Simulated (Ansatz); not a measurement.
**H₂ on a Ti(001) slab cut from the P6_3/mmc phase: a line through an energy map**

Aim: follow the energy of H₂ on a Ti(001) slab cut from the P6_3/mmc phase (16 atoms of substrate and one adsorbate in a 2 × 2 cell) along one coordinate, distance H17-H18, with the other held at height of the H2 axis above the plane of Ti13 = 1.09 Å.

Computed with Ansatz 0.2.0 (DFT PBE, scalar-relativistic, plane waves, PAW, unless a step's input says otherwise).

12 further runs of the same task are left out: 12 set aside as unsound or not needed.

### Step 1. The structure to begin with

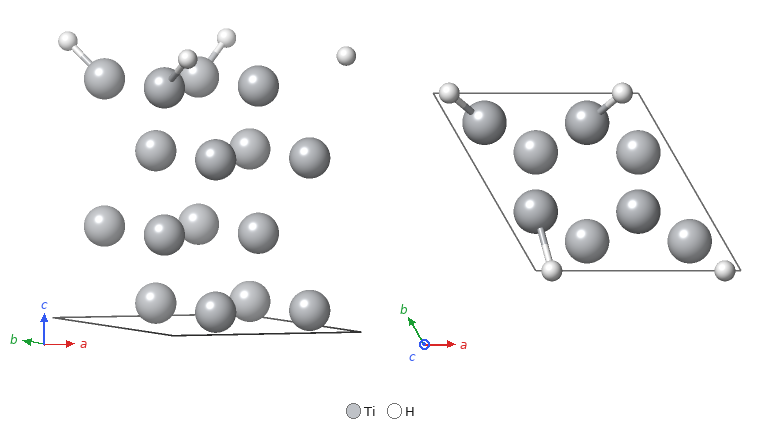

The starting structure, seen from the side (left, normal up) and from above (right) (titanium light grey, hydrogen white; 1×1 surface cells, with atoms on the cell's edges repeated; the outline under the slab is one cell, and the vacuum is left out).

As a file:

```
Ti H
1.0
     5.87692    0.00000    0.00000
    -2.93846    5.08956    0.00000
     0.00000    0.00000   24.90461
Ti H
16 2
Direct
  0.33333 0.16667 0.16061
  0.33333 0.66667 0.16061
  0.83333 0.16667 0.16061
  0.83333 0.66667 0.16061
  0.16667 0.33333 0.25398
  0.16667 0.83333 0.25398
  0.66667 0.33333 0.25398
  0.66667 0.83333 0.25398
  0.33333 0.16667 0.35102
  0.33333 0.66667 0.35102
  0.83333 0.16667 0.35102
  0.83333 0.66667 0.35102
  0.16667 0.33333 0.43786
  0.16667 0.83333 0.43786
  0.66667 0.33333 0.43786
  0.66667 0.83333 0.43786
  0.92181 0.00000 0.48162
  0.07819 0.00000 0.48162
```

This is the geometry of the first run shown, built on a cell relaxed beforehand with the same method.

### Step 2. The scan

Atoms count from 1 in the order of the input.

H2 lies flat over one site of a rigid substrate while its bond length and height are varied.

- distance H17-H18: 8 values from 0.650 to 2.650 Å
- height of the H2 axis above the plane of Ti13: 9 values from 0.45 to 3.60 Å

Nothing else is relaxed. Points are written as (first, second).

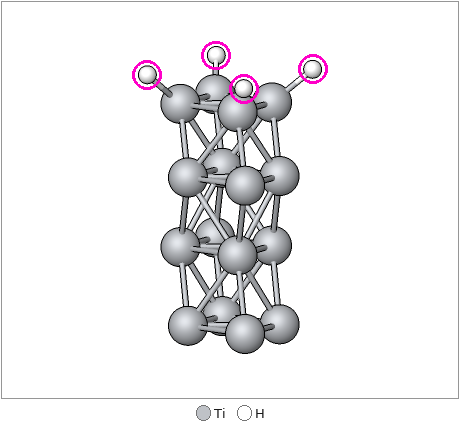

The geometry at (0.919 Å, 1.09 Å). Rings mark the moved atoms.

### Step 3. The run at (0.919 Å, 1.09 Å)

A dipole layer in the vacuum cancels the field that periodic copies would set up if the slab's two faces differ.

File input.yaml:

```yaml
crystal:
  lattice:
    - [5.8769161223, 0.0, 0.0]
    - [-2.9384580611, 5.0895586578, 0.0]
    - [0.0, 0.0, 24.904613375]
  atoms:
    - { symbol: Ti, position: [0.3333333333, 0.1666666667, 0.1606128126] }
    - { symbol: Ti, position: [0.3333333333, 0.6666666667, 0.1606128126] }
    - { symbol: Ti, position: [0.8333333333, 0.1666666667, 0.1606128126] }
    - { symbol: Ti, position: [0.8333333333, 0.6666666667, 0.1606128126] }
    - { symbol: Ti, position: [0.1666666667, 0.3333333333, 0.2539817387] }
    - { symbol: Ti, position: [0.1666666667, 0.8333333333, 0.2539817387] }
    - { symbol: Ti, position: [0.6666666667, 0.3333333333, 0.2539817387] }
    - { symbol: Ti, position: [0.6666666667, 0.8333333333, 0.2539817387] }
    - { symbol: Ti, position: [0.3333333333, 0.1666666667, 0.3510181661] }
    - { symbol: Ti, position: [0.3333333333, 0.6666666667, 0.3510181661] }
    - { symbol: Ti, position: [0.8333333333, 0.1666666667, 0.3510181661] }
    - { symbol: Ti, position: [0.8333333333, 0.6666666667, 0.3510181661] }
    - { symbol: Ti, position: [0.1666666667, 0.3333333333, 0.437855156] }
    - { symbol: Ti, position: [0.1666666667, 0.8333333333, 0.437855156] }
    - { symbol: Ti, position: [0.6666666667, 0.3333333333, 0.437855156] }
    - { symbol: Ti, position: [0.6666666667, 0.8333333333, 0.437855156] }
    - { symbol: H, position: [-0.0781872653, 0.0, 0.4816221474] }
    - { symbol: H, position: [0.0781872653, 0.0, 0.4816221474] }
basis:
  ecutwfc: 420
kpoints:
  mp_grid: { grid: [6, 6, 1] }
hamiltonian:
  xc: pbe
scf:
  occupations: { method: gaussian, width: 0.1 }
output:
  forces: true
  eigenvalues: true
efield:
  axis: 3
  dipole_correction: true
  ramp_width: 0.04
```

Started as:

```console
$ ansatz run input.yaml --threads 4 --pin off --max-ram 12288MiB --backend cpu --events-out ev --progress --plain --runs-dir out
```

What it wrote, cut to the lines that bear on the results:

```text
Warning: RAYON_NUM_THREADS=4 ignored (pool sized by the plan → 4); use --threads N
[...]
Pseudopotentials: kind: paw
Pseudopotential: Ti, paw, valence charge 12, recommended cutoff 420 eV (normal), Ti.paw.azcp
Pseudopotential: H, paw, valence charge 1, recommended cutoff 420 eV (normal), H.paw.azcp
Functional definition: PBE
[...]
Crystal: 18 atoms, lattice volume = 744.920 Å³
Basis set: ecut = 420 eV, 14519 PW (Γ), exchange–correlation on 80×80×360 points (8 copies of the dense FFT grid, shifted against one another)
Bands: 117, of which v1, the nominal top of the filled ones, is band 97 counted from 1 (96 counted from 0)
Symmetry: 2 space group operations
Space group: Cm (ITA 8), of the structure as read, at distance tolerance 9.1e-5 Å
k-points: 13 of 36 (time reversal used)
[...]
SCF iter   1: F=—  HF=-40018.793964 eV  |F-HF|=—  |Δ(HF+E_count)|=         —  Δρ=1.06e-2  dr2=1.44e1  ethr=1.77e-3  p=0.054 e·Å  D=1.32e-2 V/Å  ΔV_dip=-0.33 eV  dr2_dipole=6.71e0  V_vac-E_F(+/−)=3.82/4.14 eV  ⟨swp⟩=9.5  Hψ=7066  notcnv=0
[...]
SCF iter  10: F=-40018.647872 eV  HF=-40018.647872 eV  |F-HF|=2.28e-8  |Δ(HF+E_count)|=   1.40e-7  Δρ=1.69e-6  dr2=3.01e-8  ethr=5.15e-11  p=0.037 e·Å  D=8.92e-3 V/Å  ΔV_dip=-0.22 eV  dr2_dipole=2.30e-9  V_vac-E_F(+/−)=4.26/4.48 eV  ⟨swp⟩=16.7  Hψ=6189  notcnv=0
[...]
SCF converged after 10 iterations
Free energy (F): -40018.647872 eV
[...]
E sigma→0 (E₀):  -40018.563877 eV
Entropy (-TS):   -0.167991 eV (-9.333 meV/atom)
Fermi energy:    2.424638 eV
Dipole field:    D = 0.008883 V/Å  (p = 0.036570 e·Å, saw-weighted, corrected)
Work function:   Φ+ = 4.2591 eV   Φ− = 4.4803 eV
Levels:          The Fermi level and band energies are counted from a zero that moves with the ramp; work functions are not
[...]
--- Forces (eV/Å), atoms counted from 1 ---
  atom   1  Ti    -0.00220031    -0.00993843     0.60225630
  atom   2  Ti     0.00000000     0.00736526     0.61122233
  atom   3  Ti     0.00220031    -0.00993843     0.60225630
  atom   4  Ti     0.00000000     0.01489950     0.60423978
  atom   5  Ti     0.00000000     0.00116062    -0.63706282
  atom   6  Ti     0.00423871     0.00268863    -0.60565547
  atom   7  Ti    -0.00000000    -0.00110175    -0.61404633
  atom   8  Ti    -0.00423871     0.00268863    -0.60565547
[...]
--- Band table (eV; the first three rows and the last of 13) ---
[...]
```

Run time: 50 s. Hardware: 4 threads of Arm Neoverse N1, shared host; peak memory 2.1 GiB.

From the log: work function 4.26 eV (top face), 4.48 eV (bottom face); dipole along +c 0.037 e·Å per cell.

### Step 4. The run at (1.181 Å, 1.09 Å)

input.yaml, as its differences from that of step 3:

```diff
@@ -22,4 +22,4 @@
     - { symbol: Ti, position: [0.6666666667, 0.8333333333, 0.437855156] }
-    - { symbol: H, position: [-0.0781872653, 0.0, 0.4816221474] }
-    - { symbol: H, position: [0.0781872653, 0.0, 0.4816221474] }
+    - { symbol: H, position: [-0.1004778676, 0.0, 0.4816221474] }
+    - { symbol: H, position: [0.1004778676, 0.0, 0.4816221474] }
 basis:
```

Started as:

```console
$ ansatz run input.yaml --threads 4 --pin off --max-ram 12288MiB --backend cpu --events-out ev --progress --plain --runs-dir out
```

What it wrote, cut to the lines that bear on the results:

```text
Warning: RAYON_NUM_THREADS=4 ignored (pool sized by the plan → 4); use --threads N
[...]
Pseudopotentials: kind: paw
Pseudopotential: Ti, paw, valence charge 12, recommended cutoff 420 eV (normal), Ti.paw.azcp
Pseudopotential: H, paw, valence charge 1, recommended cutoff 420 eV (normal), H.paw.azcp
Functional definition: PBE
[...]
Crystal: 18 atoms, lattice volume = 744.920 Å³
Basis set: ecut = 420 eV, 14519 PW (Γ), exchange–correlation on 80×80×360 points (8 copies of the dense FFT grid, shifted against one another)
Bands: 117, of which v1, the nominal top of the filled ones, is band 97 counted from 1 (96 counted from 0)
Symmetry: 2 space group operations
Space group: Cm (ITA 8), of the structure as read, at distance tolerance 9.1e-5 Å
k-points: 13 of 36 (time reversal used)
[...]
SCF converged after 10 iterations
Free energy (F): -40018.706007 eV
[...]
E sigma→0 (E₀):  -40018.622069 eV
Entropy (-TS):   -0.167875 eV (-9.326 meV/atom)
Fermi energy:    2.405128 eV
Dipole field:    D = 0.006851 V/Å  (p = 0.028204 e·Å, saw-weighted, corrected)
Work function:   Φ+ = 4.3058 eV   Φ− = 4.4764 eV
Levels:          The Fermi level and band energies are counted from a zero that moves with the ramp; work functions are not
[...]
--- Forces (eV/Å), atoms counted from 1 ---
  atom   1  Ti     0.00041500    -0.01115879     0.60156357
  atom   2  Ti     0.00000000     0.00689287     0.61716871
  atom   3  Ti    -0.00041500    -0.01115879     0.60156357
  atom   4  Ti     0.00000000     0.01273590     0.60920707
  atom   5  Ti     0.00000000     0.00223367    -0.64574649
  atom   6  Ti    -0.00135259     0.00498503    -0.59561911
  atom   7  Ti     0.00000000     0.00184284    -0.63116518
  atom   8  Ti     0.00135259     0.00498503    -0.59561911
[...]
--- Band table (eV; the first three rows and the last of 13) ---
[...]
```

Wall time 50 s (4 threads of Arm Neoverse N1, shared host); peak memory 2.1 GiB.

Read from this run: work function 4.31 eV (top face), 4.48 eV (bottom face); dipole along +c 0.028 e·Å per cell.

### Step 5. Point (1.495 Å, 1.09 Å)

input.yaml, as its differences from that of step 4:

```diff
@@ -22,4 +22,4 @@
     - { symbol: Ti, position: [0.6666666667, 0.8333333333, 0.437855156] }
-    - { symbol: H, position: [-0.1004778676, 0.0, 0.4816221474] }
-    - { symbol: H, position: [0.1004778676, 0.0, 0.4816221474] }
+    - { symbol: H, position: [-0.1271925589, 0.0, 0.4816221474] }
+    - { symbol: H, position: [0.1271925589, 0.0, 0.4816221474] }
 basis:
```

Started as:

```console
$ ansatz run input.yaml --threads 4 --pin off --max-ram 12288MiB --backend cpu --events-out ev --progress --plain --runs-dir out
```

What it wrote, cut to the lines that bear on the results:

```text
Warning: RAYON_NUM_THREADS=4 ignored (pool sized by the plan → 4); use --threads N
[...]
Pseudopotentials: kind: paw
Pseudopotential: Ti, paw, valence charge 12, recommended cutoff 420 eV (normal), Ti.paw.azcp
Pseudopotential: H, paw, valence charge 1, recommended cutoff 420 eV (normal), H.paw.azcp
Functional definition: PBE
[...]
Crystal: 18 atoms, lattice volume = 744.920 Å³
Basis set: ecut = 420 eV, 14519 PW (Γ), exchange–correlation on 80×80×360 points (8 copies of the dense FFT grid, shifted against one another)
Bands: 117, of which v1, the nominal top of the filled ones, is band 97 counted from 1 (96 counted from 0)
Symmetry: 2 space group operations
Space group: Cm (ITA 8), of the structure as read, at distance tolerance 9.1e-5 Å
k-points: 13 of 36 (time reversal used)
[...]
SCF converged after 10 iterations
Free energy (F): -40018.589393 eV
[...]
E sigma→0 (E₀):  -40018.505634 eV
Entropy (-TS):   -0.167518 eV (-9.307 meV/atom)
Fermi energy:    2.387730 eV
Dipole field:    D = 0.005005 V/Å  (p = 0.020604 e·Å, saw-weighted, corrected)
Work function:   Φ+ = 4.3489 eV   Φ− = 4.4736 eV
Levels:          The Fermi level and band energies are counted from a zero that moves with the ramp; work functions are not
[...]
--- Forces (eV/Å), atoms counted from 1 ---
  atom   1  Ti     0.00125832    -0.01209333     0.59933261
  atom   2  Ti     0.00000000     0.00597615     0.61839040
  atom   3  Ti    -0.00125832    -0.01209333     0.59933261
  atom   4  Ti     0.00000000     0.01285645     0.61025988
  atom   5  Ti    -0.00000000    -0.00027574    -0.64772661
  atom   6  Ti    -0.00553395     0.00791594    -0.58030412
  atom   7  Ti     0.00000000     0.00105750    -0.64230651
  atom   8  Ti     0.00553395     0.00791594    -0.58030412
[...]
--- Band table (eV; the first three rows and the last of 13) ---
[...]
```

It took 52 s on 4 threads of Arm Neoverse N1, shared host; peak memory 2.1 GiB.

This gives work function 4.35 eV (top face), 4.47 eV (bottom face); dipole along +c 0.021 e·Å per cell.

### Step 6. The run at (1.849 Å, 1.09 Å)

input.yaml, as its differences from that of step 5:

```diff
@@ -22,4 +22,4 @@
     - { symbol: Ti, position: [0.6666666667, 0.8333333333, 0.437855156] }
-    - { symbol: H, position: [-0.1271925589, 0.0, 0.4816221474] }
-    - { symbol: H, position: [0.1271925589, 0.0, 0.4816221474] }
+    - { symbol: H, position: [-0.1573103956, 0.0, 0.4816221474] }
+    - { symbol: H, position: [0.1573103956, 0.0, 0.4816221474] }
 basis:
```

Started as:

```console
$ ansatz run input.yaml --threads 4 --pin off --max-ram 12288MiB --backend cpu --events-out ev --progress --plain --runs-dir out
```

What it wrote, cut to the lines that bear on the results:

```text
Warning: RAYON_NUM_THREADS=4 ignored (pool sized by the plan → 4); use --threads N
[...]
Pseudopotentials: kind: paw
Pseudopotential: Ti, paw, valence charge 12, recommended cutoff 420 eV (normal), Ti.paw.azcp
Pseudopotential: H, paw, valence charge 1, recommended cutoff 420 eV (normal), H.paw.azcp
Functional definition: PBE
[...]
Crystal: 18 atoms, lattice volume = 744.920 Å³
Basis set: ecut = 420 eV, 14519 PW (Γ), exchange–correlation on 80×80×360 points (8 copies of the dense FFT grid, shifted against one another)
Bands: 117, of which v1, the nominal top of the filled ones, is band 97 counted from 1 (96 counted from 0)
Symmetry: 2 space group operations
Space group: Cm (ITA 8), of the structure as read, at distance tolerance 9.1e-5 Å
k-points: 13 of 36 (time reversal used)
[...]
SCF converged after 9 iterations
Free energy (F): -40018.227322 eV
[...]
E sigma→0 (E₀):  -40018.143913 eV
Entropy (-TS):   -0.166817 eV (-9.268 meV/atom)
Fermi energy:    2.377181 eV
Dipole field:    D = 0.003877 V/Å  (p = 0.015961 e·Å, saw-weighted, corrected)
Work function:   Φ+ = 4.3761 eV   Φ− = 4.4727 eV
Levels:          The Fermi level and band energies are counted from a zero that moves with the ramp; work functions are not
[...]
--- Forces (eV/Å), atoms counted from 1 ---
  atom   1  Ti     0.00044803    -0.01327685     0.59596462
  atom   2  Ti     0.00000000     0.00496664     0.61732587
  atom   3  Ti    -0.00044803    -0.01327685     0.59596462
  atom   4  Ti     0.00000000     0.01422772     0.60973937
  atom   5  Ti    -0.00000000    -0.00109536    -0.64638623
  atom   6  Ti    -0.00857479     0.01001356    -0.56096536
  atom   7  Ti     0.00000000     0.00116239    -0.64821493
  atom   8  Ti     0.00857479     0.01001356    -0.56096536
[...]
--- Band table (eV; the first three rows and the last of 13) ---
[...]
```

Run time: 49 s. Hardware: 4 threads of Arm Neoverse N1, shared host; peak memory 2.1 GiB.

This gives work function 4.38 eV (top face), 4.47 eV (bottom face); dipole along +c 0.016 e·Å per cell.

### Step 7. Point (2.235 Å, 1.09 Å)

input.yaml, as its differences from that of step 6:

```diff
@@ -22,4 +22,4 @@
     - { symbol: Ti, position: [0.6666666667, 0.8333333333, 0.437855156] }
-    - { symbol: H, position: [-0.1573103956, 0.0, 0.4816221474] }
-    - { symbol: H, position: [0.1573103956, 0.0, 0.4816221474] }
+    - { symbol: H, position: [-0.1901507486, 0.0, 0.4816221474] }
+    - { symbol: H, position: [0.1901507486, 0.0, 0.4816221474] }
 basis:
```

Started as:

```console
$ ansatz run input.yaml --threads 4 --pin off --max-ram 12288MiB --backend cpu --events-out ev --progress --plain --runs-dir out
```

What it wrote, cut to the lines that bear on the results:

```text
Warning: RAYON_NUM_THREADS=4 ignored (pool sized by the plan → 4); use --threads N
[...]
Pseudopotentials: kind: paw
Pseudopotential: Ti, paw, valence charge 12, recommended cutoff 420 eV (normal), Ti.paw.azcp
Pseudopotential: H, paw, valence charge 1, recommended cutoff 420 eV (normal), H.paw.azcp
Functional definition: PBE
[...]
Crystal: 18 atoms, lattice volume = 744.920 Å³
Basis set: ecut = 420 eV, 14519 PW (Γ), exchange–correlation on 80×80×360 points (8 copies of the dense FFT grid, shifted against one another)
Bands: 117, of which v1, the nominal top of the filled ones, is band 97 counted from 1 (96 counted from 0)
Symmetry: 2 space group operations
Space group: Cm (ITA 8), of the structure as read, at distance tolerance 9.1e-5 Å
k-points: 13 of 36 (time reversal used)
[...]
SCF converged after 9 iterations
Free energy (F): -40017.669384 eV
[...]
E sigma→0 (E₀):  -40017.586561 eV
Entropy (-TS):   -0.165646 eV (-9.203 meV/atom)
Fermi energy:    2.374175 eV
Dipole field:    D = 0.003487 V/Å  (p = 0.014353 e·Å, saw-weighted, corrected)
Work function:   Φ+ = 4.3856 eV   Φ− = 4.4724 eV
Levels:          The Fermi level and band energies are counted from a zero that moves with the ramp; work functions are not
[...]
--- Forces (eV/Å), atoms counted from 1 ---
  atom   1  Ti    -0.00090781    -0.01434827     0.59224536
  atom   2  Ti     0.00000000     0.00474419     0.61438216
  atom   3  Ti     0.00090781    -0.01434827     0.59224536
  atom   4  Ti     0.00000000     0.01482326     0.60854499
  atom   5  Ti     0.00000000     0.00040675    -0.64369080
  atom   6  Ti    -0.00984995     0.01060620    -0.53990460
  atom   7  Ti     0.00000000     0.00338521    -0.64863510
  atom   8  Ti     0.00984995     0.01060620    -0.53990460
[...]
--- Band table (eV; the first three rows and the last of 13) ---
[...]
```

Run time: 53 s. Hardware: 4 threads of Arm Neoverse N1, shared host; peak memory 2.1 GiB.

From the log: work function 4.39 eV (top face), 4.47 eV (bottom face); dipole along +c 0.014 e·Å per cell.

### Step 8. The line in numbers

```
distance H17-H18 (Å)  step  energy (eV)  slope (eV per Å)  work function of the top face (eV)  dipole moment (e·Å)
               0.650     –         0.83              −7.1                               4.209                0.046
               0.750     –         0.34              −3.1                               4.228                0.042
               0.919     3         0.06              −0.7                               4.259                0.037
               1.181     4         0.00               0.1                               4.306                0.028
               1.495     5         0.12               0.7                               4.349                0.021
               1.849     6         0.48               1.3                               4.376                0.016
               2.235     7         1.04               1.4                               4.386                0.014
```

Energies count from the lowest point of the line. Rows without a step come from runs not printed here or follow by symmetry. Slopes come from the forces (and the stress, where the cell changes), not from differences of energies.

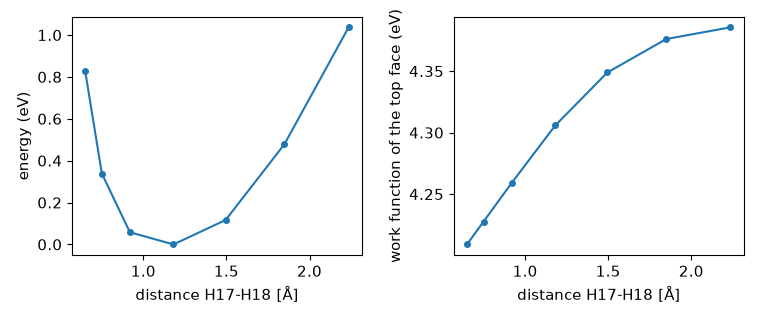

Energy and work function of the top face along the line.

In words: Along the line the energy is lowest at 1.181 Å. The highest point computed, at 2.235 Å, lies 1.04 eV above the lowest. This is one cut through a surface in two coordinates; the map's lowest point lies off it. The runs have no spin polarisation; an open-shell atom or a torn bond's fragment regains its moment more than about 2.3 Å from its partners, so points where that holds lie too high, by up to some tenths of an eV; an intact closed-shell molecule is not affected.
